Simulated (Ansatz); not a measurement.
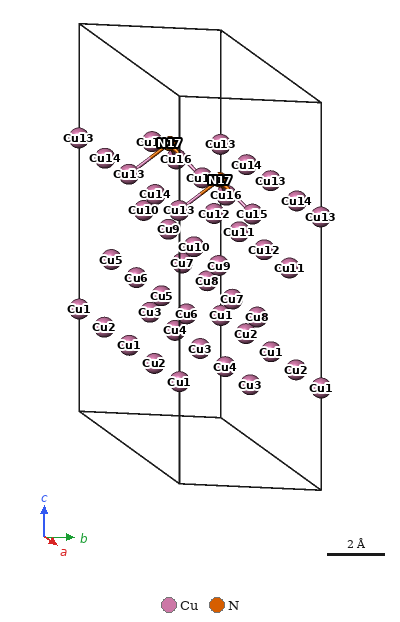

Fig. 1: The starting structure (ball-and-stick view of the 2 × 1 repeat of the cell, with the vacuum cut short, seen slightly off an axis; bonded neighbours outside the cell are drawn too; atoms are numbered from 1 in the order of the input). An atom can appear more than once, as a periodic image.

# Molecular dynamics, with input and output: Cu$_{16}$N (part 1 of 3)

The run: molecular dynamics of Cu$_{16}$N (slab, 17 atoms in the cell). Method and program: DFT PBE, scalar-relativistic, plane waves, PAW, no spin polarisation (Ansatz 0.2.0).

The input holds or restrains some coordinates. It belongs to a series of runs on one base structure; here: dynamics from the start. Figures and captions count atoms from 1; the log counts them from 0 in places.

The program's output
```
Warning: md: disabling space-group detection — thermal motion breaks the input geometry's symmetry, so no spatial operation reduces the k-mesh or symmetrises the density; time reversal is kept, so that k and −k are solved as one point where they differ and the mesh holds both, and exact exchange and, on two spinor components, a DFT+U term hold to it where the run has them: on two components no moment then forms, and a state that bears one, which a typed moment (crystal.atoms[].spin; refused beside efield: under a hybrid functional) reaches, can lie lower, under hf by electronvolts; crystal.symmetry.detect: false (a key that needs symmetry detection or time reversal refuses this as the deck is read) with time_reversal: false beside it drops time reversal too
Engine: ansatz 0.2.0, x86_64-unknown-linux-gnu
Pseudopotentials: kind: paw
Pseudopotential: Cu, paw, valence charge 19, recommended cutoff 420 eV (normal), Cu.paw.azcp
Pseudopotential: N, paw, valence charge 5, recommended cutoff 420 eV (normal), N.paw.azcp
Functional definition: PBE
  parameter kappa = 0.804
  parameter beta = 0.06672455060314922
  exchange = pbe_x(kappa = kappa, mu = beta*pi^2/3)
  correlation = pbe_c(beta = beta)
Crystal: 17 atoms, lattice volume = 412.005 Å³
Basis set: ecut = 420 eV, 8095 PW (Γ), exchange–correlation on 72×72×250 points (8 copies of the dense FFT grid, shifted against one another)
Bands: 186, of which v1, the nominal top of the filled ones, is band 155 counted from 1 (154 counted from 0)
Symmetry: 1 space group operations
k-points: 5 of 9 (time reversal used)
Non-local potential: Cu, projectors of the file, l = 0: 3, l = 1: 2, l = 2: 3, l = 3: 1
Non-local potential: N, projectors of the file, l = 0: 2, l = 1: 2, l = 2: 1
PAW form: soft (Blöchl's): semilocal exchange-correlation on the pseudo side does not see the compensation charge
PAW one-centre angular grid: Cu, 590 points (default); XC on 64 Gauss nodes
PAW one-centre angular grid: N, 110 points (default); XC on 64 Gauss nodes
Initial density: superposition of atomic densities (neutral atoms: chi_scale 0, normalization atom), corrected by the library's trained network
Initial wavefunctions: pseudopotential atomic-orbital guess
Functional: x = pbe(κ = 0.804, μ = 0.2195149727645171), c = pbe(β = 0.06672455060314922)
SCF iter   1: F=—  HF=-106381.336697 eV  |F-HF|=—  |Δ(HF+E_count)|=         —  Δρ=9.62e-3  dr2=2.57e0  ethr=1.77e-3  ⟨swp⟩=6.2  Hψ=3601  notcnv=0  defer=59
preconditioner: auto → LDOS  [metal: Δε(μ)=0.059 eV  Ē_g=8.842 eV  σ=0.100 eV  W_gap=0.15  n_scr=122 (ndim 8)  ℏωp=24.6 eV  f_vac=0.488  D(μ)=10.47/eV (n_scr^D=66)  β→1.0]
SCF iter   2: F=—  HF=-106381.263747 eV  |F-HF|=—  |Δ(HF+E_count)|=   7.29e-2  Δρ=3.69e-3  dr2=1.67e-1  ethr=8.32e-4  ⟨swp⟩=2.8  Hψ=1137  notcnv=0  defer=82
SCF iter   3: F=—  HF=-106381.298350 eV  |F-HF|=—  |Δ(HF+E_count)|=   3.46e-2  Δρ=8.86e-3  dr2=2.50e-1  ethr=5.40e-5  ⟨swp⟩=2.0  Hψ=1646  notcnv=0  defer=82
SCF iter   4: F=—  HF=-106381.269848 eV  |F-HF|=—  |Δ(HF+E_count)|=   2.85e-2  Δρ=3.72e-3  dr2=3.76e-2  ethr=5.40e-5  ⟨swp⟩=2.0  Hψ=1681  notcnv=0  defer=82
SCF iter   5: F=—  HF=-106381.263115 eV  |F-HF|=—  |Δ(HF+E_count)|=   6.73e-3  Δρ=6.72e-4  dr2=2.01e-3  ethr=1.22e-5  ⟨swp⟩=2.0  Hψ=1323  notcnv=0  defer=82
SCF iter   6: F=—  HF=-106381.262950 eV  |F-HF|=—  |Δ(HF+E_count)|=   1.65e-4  Δρ=4.36e-4  dr2=9.93e-4  ethr=6.49e-7  ⟨swp⟩=3.6  Hψ=1978  notcnv=0  defer=82
SCF iter   7: F=—  HF=-106381.262909 eV  |F-HF|=—  |Δ(HF+E_count)|=   4.16e-5  Δρ=1.84e-4  dr2=2.47e-4  ethr=3.21e-7  ⟨swp⟩=2.0  Hψ=898  notcnv=0  defer=82
SCF iter   8: F=—  HF=-106381.262886 eV  |F-HF|=—  |Δ(HF+E_count)|=   2.29e-5  Δρ=1.14e-4  dr2=4.09e-5  ethr=7.99e-8  ⟨swp⟩=2.0  Hψ=1248  notcnv=0  defer=82
SCF iter   9: F=—  HF=-106381.262922 eV  |F-HF|=—  |Δ(HF+E_count)|=   3.62e-5  Δρ=2.94e-5  dr2=3.06e-6  ethr=1.32e-8  ⟨swp⟩=2.0  Hψ=1284  notcnv=0  defer=82
SCF iter  10: F=—  HF=-106381.262509 eV  |F-HF|=—  |Δ(HF+E_count)|=   4.13e-4  Δρ=2.10e-5  dr2=1.50e-6  ethr=9.89e-10  ⟨swp⟩=3.2  Hψ=1933  notcnv=0  defer=79
SCF iter  11: F=—  HF=-106381.262510 eV  |F-HF|=—  |Δ(HF+E_count)|=   6.63e-7  Δρ=9.10e-6  dr2=3.15e-7  ethr=4.86e-10  ⟨swp⟩=2.0  Hψ=1204  notcnv=0  defer=79
SCF iter  12: F=—  HF=-106381.262510 eV  |F-HF|=—  |Δ(HF+E_count)|=   1.95e-7  Δρ=3.11e-6  dr2=3.68e-8  ethr=1.02e-10  ⟨swp⟩=2.2  Hψ=1344  notcnv=0  defer=79
SCF iter  13: F=—  HF=-106381.262510 eV  |F-HF|=—  |Δ(HF+E_count)|=   5.60e-8  Δρ=2.56e-6  dr2=1.94e-8  ethr=5.50e-12  ⟨swp⟩=5.0  Hψ=3423  notcnv=0
SCF iter  14: F=-106381.262510 eV  HF=-106381.262510 eV  |F-HF|=2.91e-10  |Δ(HF+E_count)|=   6.00e-9  Δρ=1.26e-6  dr2=5.73e-9  ethr=5.50e-12  ⟨swp⟩=4.2  Hψ=2943  notcnv=0
SCF 1 converged in 14 iterations: F = -106381.262510 eV  dr2 = 5.73e-9
  greatest PAW one-centre occupation: 1.000 electrons in one spin orbital (limit 2), on the Cu atom at site 13 (counted from 0), in its partial waves of l = 0
md step     0: t =     0.00 fs  T =  1800.0 K  F+E_penalty+E_count = -106381.26251017 eV  E_kin = 3.024684 eV  conserved = -106378.23782620 eV  (14 SCF iters)
Initial density: handed on by an earlier stage of this run
Initial wavefunctions: those handed on with the density
iter 1 solved again at ethr=9.54e-7 eV; its pass at ethr=3.10e-3 eV (dr2=2.95e-3 eV) is discarded
SCF iter   1: F=—  HF=-106381.260924 eV  |F-HF|=—  |Δ(HF+E_count)|=         —  Δρ=1.23e-3  dr2=3.01e-3  ethr=9.54e-7  ⟨swp⟩=3.8  Hψ=4743  notcnv=0
preconditioner: auto → LDOS  [metal: Δε(μ)=0.068 eV  Ē_g=8.859 eV  σ=0.100 eV  W_gap=0.16  n_scr=122 (ndim 8)  ℏωp=24.6 eV  f_vac=0.488  D(μ)=10.63/eV (n_scr^D=66)  β→1.0]
SCF iter   2: F=—  HF=-106381.259728 eV  |F-HF|=—  |Δ(HF+E_count)|=   1.20e-3  Δρ=4.74e-4  dr2=6.61e-4  ethr=9.54e-7  ⟨swp⟩=2.0  Hψ=1628  notcnv=0
SCF iter   3: F=—  HF=-106381.259618 eV  |F-HF|=—  |Δ(HF+E_count)|=   1.10e-4  Δρ=4.47e-4  dr2=5.25e-4  ethr=2.14e-7  ⟨swp⟩=2.2  Hψ=1764  notcnv=0
SCF iter   4: F=—  HF=-106381.259547 eV  |F-HF|=—  |Δ(HF+E_count)|=   7.08e-5  Δρ=1.03e-4  dr2=3.20e-5  ethr=1.70e-7  ⟨swp⟩=2.0  Hψ=1337  notcnv=0
SCF iter   5: F=—  HF=-106381.259520 eV  |F-HF|=—  |Δ(HF+E_count)|=   2.67e-5  Δρ=8.12e-5  dr2=1.72e-5  ethr=1.04e-8  ⟨swp⟩=2.0  Hψ=1701  notcnv=0
SCF iter   6: F=—  HF=-106381.259120 eV  |F-HF|=—  |Δ(HF+E_count)|=   4.01e-4  Δρ=1.24e-5  dr2=1.30e-6  ethr=5.56e-9  ⟨swp⟩=2.0  Hψ=1329  notcnv=0
SCF iter   7: F=—  HF=-106381.259121 eV  |F-HF|=—  |Δ(HF+E_count)|=   8.45e-7  Δρ=1.10e-5  dr2=7.35e-7  ethr=4.20e-10  ⟨swp⟩=2.0  Hψ=1374  notcnv=0
SCF iter   8: F=—  HF=-106381.259121 eV  |F-HF|=—  |Δ(HF+E_count)|=   3.48e-7  Δρ=7.88e-6  dr2=3.47e-7  ethr=2.38e-10  ⟨swp⟩=1.2  Hψ=931  notcnv=0
SCF iter   9: F=—  HF=-106381.259121 eV  |F-HF|=—  |Δ(HF+E_count)|=   1.12e-8  Δρ=2.76e-6  dr2=4.48e-8  ethr=1.12e-10  ⟨swp⟩=1.0  Hψ=930  notcnv=0
SCF iter  10: F=-106381.259121 eV  HF=-106381.259121 eV  |F-HF|=1.63e-9  |Δ(HF+E_count)|=   2.48e-8  Δρ=1.69e-6  dr2=7.70e-9  ethr=5.50e-12  ⟨swp⟩=4.2  Hψ=3082  notcnv=0
SCF 2 converged in 10 iterations: F = -106381.259121 eV  dr2 = 7.70e-9
md step     1: t =     1.00 fs  T =  1798.0 K  F+E_penalty+E_count = -106381.25912091 eV  E_kin = 3.021297 eV  conserved = -106378.23782441 eV  (10 SCF iters)
[... from here on the SCF iterations and repeated set-up lines of each step are left out, up to the last step ...]
md step     2: t =     2.00 fs  T =  1792.0 K  F+E_penalty+E_count = -106381.24914037 eV  E_kin = 3.011321 eV  conserved = -106378.23781960 eV  (10 SCF iters)
md step     3: t =     3.00 fs  T =  1782.2 K  F+E_penalty+E_count = -106381.23264256 eV  E_kin = 2.994830 eV  conserved = -106378.23781220 eV  (10 SCF iters)
md step     4: t =     4.00 fs  T =  1768.6 K  F+E_penalty+E_count = -106381.20974622 eV  E_kin = 2.971944 eV  conserved = -106378.23780246 eV  (10 SCF iters)
md step     5: t =     5.00 fs  T =  1751.3 K  F+E_penalty+E_count = -106381.18061132 eV  E_kin = 2.942821 eV  conserved = -106378.23779074 eV  (5 SCF iters)
md step     6: t =     6.00 fs  T =  1730.4 K  F+E_penalty+E_count = -106381.14543603 eV  E_kin = 2.907659 eV  conserved = -106378.23777738 eV  (4 SCF iters)
md step     7: t =     7.00 fs  T =  1706.0 K  F+E_penalty+E_count = -106381.10445423 eV  E_kin = 2.866691 eV  conserved = -106378.23776288 eV  (2 SCF iters)
md step     8: t =     8.00 fs  T =  1678.3 K  F+E_penalty+E_count = -106381.05793357 eV  E_kin = 2.820187 eV  conserved = -106378.23774650 eV  (3 SCF iters)
md step     9: t =     9.00 fs  T =  1647.5 K  F+E_penalty+E_count = -106381.00617398 eV  E_kin = 2.768446 eV  conserved = -106378.23772786 eV  (4 SCF iters)
md step    10: t =    10.00 fs  T =  1613.8 K  F+E_penalty+E_count = -106380.94950669 eV  E_kin = 2.711800 eV  conserved = -106378.23770711 eV  (10 SCF iters)
md step    11: t =    11.00 fs  T =  1577.4 K  F+E_penalty+E_count = -106380.88829354 eV  E_kin = 2.650609 eV  conserved = -106378.23768432 eV  (4 SCF iters)
md step    12: t =    12.00 fs  T =  1538.5 K  F+E_penalty+E_count = -106380.82292635 eV  E_kin = 2.585266 eV  conserved = -106378.23765998 eV  (4 SCF iters)
md step    13: t =    13.00 fs  T =  1497.4 K  F+E_penalty+E_count = -106380.75382625 eV  E_kin = 2.516193 eV  conserved = -106378.23763374 eV  (3 SCF iters)
md step    14: t =    14.00 fs  T =  1454.3 K  F+E_penalty+E_count = -106380.68144282 eV  E_kin = 2.443837 eV  conserved = -106378.23760600 eV  (3 SCF iters)
md step    15: t =    15.00 fs  T =  1409.6 K  F+E_penalty+E_count = -106380.60625286 eV  E_kin = 2.368676 eV  conserved = -106378.23757696 eV  (3 SCF iters)
md step    16: t =    16.00 fs  T =  1363.5 K  F+E_penalty+E_count = -106380.52875871 eV  E_kin = 2.291212 eV  conserved = -106378.23754625 eV  (3 SCF iters)
md step    17: t =    17.00 fs  T =  1316.4 K  F+E_penalty+E_count = -106380.44948584 eV  E_kin = 2.211972 eV  conserved = -106378.23751430 eV  (3 SCF iters)
md step    18: t =    18.00 fs  T =  1268.5 K  F+E_penalty+E_count = -106380.36897974 eV  E_kin = 2.131499 eV  conserved = -106378.23748117 eV  (3 SCF iters)
md step    19: t =    19.00 fs  T =  1220.2 K  F+E_penalty+E_count = -106380.28780212 eV  E_kin = 2.050355 eV  conserved = -106378.23744702 eV  (3 SCF iters)
md step    20: t =    20.00 fs  T =  1171.8 K  F+E_penalty+E_count = -106380.20652615 eV  E_kin = 1.969114 eV  conserved = -106378.23741219 eV  (10 SCF iters)
md step    21: t =    21.00 fs  T =  1123.8 K  F+E_penalty+E_count = -106380.12573106 eV  E_kin = 1.888354 eV  conserved = -106378.23737725 eV  (3 SCF iters)
md step    22: t =    22.00 fs  T =  1076.3 K  F+E_penalty+E_count = -106380.04599596 eV  E_kin = 1.808653 eV  conserved = -106378.23734269 eV  (4 SCF iters)
md step    23: t =    23.00 fs  T =  1029.9 K  F+E_penalty+E_count = -106379.96789293 eV  E_kin = 1.730584 eV  conserved = -106378.23730869 eV  (4 SCF iters)
md step    24: t =    24.00 fs  T =   984.7 K  F+E_penalty+E_count = -106379.89197989 eV  E_kin = 1.654704 eV  conserved = -106378.23727592 eV  (3 SCF iters)
md step    25: t =    25.00 fs  T =   941.2 K  F+E_penalty+E_count = -106379.81879301 eV  E_kin = 1.581548 eV  conserved = -106378.23724501 eV  (3 SCF iters)
md step    26: t =    26.00 fs  T =   899.6 K  F+E_penalty+E_count = -106379.74883917 eV  E_kin = 1.511623 eV  conserved = -106378.23721644 eV  (3 SCF iters)
md step    27: t =    27.00 fs  T =   860.2 K  F+E_penalty+E_count = -106379.68258872 eV  E_kin = 1.445398 eV  conserved = -106378.23719044 eV  (4 SCF iters)
md step    28: t =    28.00 fs  T =   823.2 K  F+E_penalty+E_count = -106379.62046875 eV  E_kin = 1.383301 eV  conserved = -106378.23716749 eV  (3 SCF iters)
md step    29: t =    29.00 fs  T =   788.9 K  F+E_penalty+E_count = -106379.56285724 eV  E_kin = 1.325709 eV  conserved = -106378.23714781 eV  (3 SCF iters)
md step    30: t =    30.00 fs  T =   757.5 K  F+E_penalty+E_count = -106379.51007840 eV  E_kin = 1.272947 eV  conserved = -106378.23713167 eV  (8 SCF iters)
md step    31: t =    31.00 fs  T =   729.2 K  F+E_penalty+E_count = -106379.46239934 eV  E_kin = 1.225280 eV  conserved = -106378.23711938 eV  (4 SCF iters)
md step    32: t =    32.00 fs  T =   704.0 K  F+E_penalty+E_count = -106379.42002846 eV  E_kin = 1.182918 eV  conserved = -106378.23711074 eV  (4 SCF iters)
md step    33: t =    33.00 fs  T =   682.0 K  F+E_penalty+E_count = -106379.38311544 eV  E_kin = 1.146010 eV  conserved = -106378.23710555 eV  (3 SCF iters)
md step    34: t =    34.00 fs  T =   663.3 K  F+E_penalty+E_count = -106379.35175309 eV  E_kin = 1.114649 eV  conserved = -106378.23710376 eV  (3 SCF iters)
md step    35: t =    35.00 fs  T =   648.0 K  F+E_penalty+E_count = -106379.32598058 eV  E_kin = 1.088875 eV  conserved = -106378.23710515 eV  (3 SCF iters)
md step    36: t =    36.00 fs  T =   636.0 K  F+E_penalty+E_count = -106379.30578807 eV  E_kin = 1.068679 eV  conserved = -106378.23710931 eV  (4 SCF iters)
md step    37: t =    37.00 fs  T =   627.2 K  F+E_penalty+E_count = -106379.29112211 eV  E_kin = 1.054006 eV  conserved = -106378.23711567 eV  (3 SCF iters)
md step    38: t =    38.00 fs  T =   621.7 K  F+E_penalty+E_count = -106379.28189119 eV  E_kin = 1.044767 eV  conserved = -106378.23712409 eV  (3 SCF iters)
md step    39: t =    39.00 fs  T =   619.4 K  F+E_penalty+E_count = -106379.27797098 eV  E_kin = 1.040837 eV  conserved = -106378.23713414 eV  (3 SCF iters)
md step    40: t =    40.00 fs  T =   620.1 K  F+E_penalty+E_count = -106379.27920817 eV  E_kin = 1.042063 eV  conserved = -106378.23714561 eV  (9 SCF iters)
md step    41: t =    41.00 fs  T =   623.8 K  F+E_penalty+E_count = -106379.28542282 eV  E_kin = 1.048264 eV  conserved = -106378.23715869 eV  (3 SCF iters)
md step    42: t =    42.00 fs  T =   630.4 K  F+E_penalty+E_count = -106379.29640836 eV  E_kin = 1.059235 eV  conserved = -106378.23717346 eV  (4 SCF iters)
md step    43: t =    43.00 fs  T =   639.6 K  F+E_penalty+E_count = -106379.31192937 eV  E_kin = 1.074739 eV  conserved = -106378.23719001 eV  (3 SCF iters)
md step    44: t =    44.00 fs  T =   651.3 K  F+E_penalty+E_count = -106379.33171740 eV  E_kin = 1.094509 eV  conserved = -106378.23720869 eV  (4 SCF iters)
md step    45: t =    45.00 fs  T =   665.5 K  F+E_penalty+E_count = -106379.35546542 eV  E_kin = 1.118235 eV  conserved = -106378.23723010 eV  (3 SCF iters)
md step    46: t =    46.00 fs  T =   681.7 K  F+E_penalty+E_count = -106379.38282198 eV  E_kin = 1.145567 eV  conserved = -106378.23725450 eV  (3 SCF iters)
md step    47: t =    47.00 fs  T =   699.9 K  F+E_penalty+E_count = -106379.41338635 eV  E_kin = 1.176104 eV  conserved = -106378.23728202 eV  (4 SCF iters)
md step    48: t =    48.00 fs  T =   719.7 K  F+E_penalty+E_count = -106379.44670575 eV  E_kin = 1.209393 eV  conserved = -106378.23731263 eV  (3 SCF iters)
md step    49: t =    49.00 fs  T =   740.9 K  F+E_penalty+E_count = -106379.48227618 eV  E_kin = 1.244930 eV  conserved = -106378.23734597 eV  (3 SCF iters)
md step    50: t =    50.00 fs  T =   763.0 K  F+E_penalty+E_count = -106379.51954709 eV  E_kin = 1.282166 eV  conserved = -106378.23738148 eV  (9 SCF iters)
md step    51: t =    51.00 fs  T =   785.8 K  F+E_penalty+E_count = -106379.55793043 eV  E_kin = 1.320512 eV  conserved = -106378.23741853 eV  (3 SCF iters)
md step    52: t =    52.00 fs  T =   809.0 K  F+E_penalty+E_count = -106379.59681350 eV  E_kin = 1.359357 eV  conserved = -106378.23745607 eV  (4 SCF iters)
md step    53: t =    53.00 fs  T =   832.0 K  F+E_penalty+E_count = -106379.63557469 eV  E_kin = 1.398082 eV  conserved = -106378.23749292 eV  (4 SCF iters)
md step    54: t =    54.00 fs  T =   854.6 K  F+E_penalty+E_count = -106379.67360087 eV  E_kin = 1.436073 eV  conserved = -106378.23752802 eV  (3 SCF iters)
md step    55: t =    55.00 fs  T =   876.4 K  F+E_penalty+E_count = -106379.71030487 eV  E_kin = 1.472745 eV  conserved = -106378.23756030 eV  (3 SCF iters)
md step    56: t =    56.00 fs  T =   897.2 K  F+E_penalty+E_count = -106379.74514173 eV  E_kin = 1.507553 eV  conserved = -106378.23758879 eV  (3 SCF iters)
md step    57: t =    57.00 fs  T =   916.5 K  F+E_penalty+E_count = -106379.77762228 eV  E_kin = 1.540009 eV  conserved = -106378.23761300 eV  (3 SCF iters)
md step    58: t =    58.00 fs  T =   934.1 K  F+E_penalty+E_count = -106379.80732367 eV  E_kin = 1.569691 eV  conserved = -106378.23763260 eV  (3 SCF iters)
md step    59: t =    59.00 fs  T =   949.9 K  F+E_penalty+E_count = -106379.83389604 eV  E_kin = 1.596249 eV  conserved = -106378.23764735 eV  (3 SCF iters)
md step    60: t =    60.00 fs  T =   963.7 K  F+E_penalty+E_count = -106379.85706569 eV  E_kin = 1.619408 eV  conserved = -106378.23765722 eV  (10 SCF iters)
md step    61: t =    61.00 fs  T =   975.4 K  F+E_penalty+E_count = -106379.87663481 eV  E_kin = 1.638972 eV  conserved = -106378.23766247 eV  (4 SCF iters)
md step    62: t =    62.00 fs  T =   984.8 K  F+E_penalty+E_count = -106379.89247870 eV  E_kin = 1.654815 eV  conserved = -106378.23766354 eV  (3 SCF iters)
```
